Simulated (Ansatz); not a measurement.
Where the default PAW files enter, the runs use the earlier of Ansatz's two default sets.

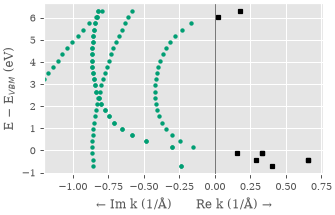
*Complex bands at the centre of the two-dimensional zone; r2SCAN (Ansatz, a program for electronic structure)*

No gap correction and no spin-orbit coupling; mid-gap values are interpolated between computed energies.

This is NaCl (Fm-3m, rock salt, 2 atoms a cell, 21.8 Å³ an atom) along the normal of (001). Read off the slowest decay at the centre of the two-dimensional zone at 2.94 eV, the computed energy nearest the middle of the gap.

κ ≈ 0.42 1/Å, a decay length 1/(2κ) of the density of 1.2 Å.
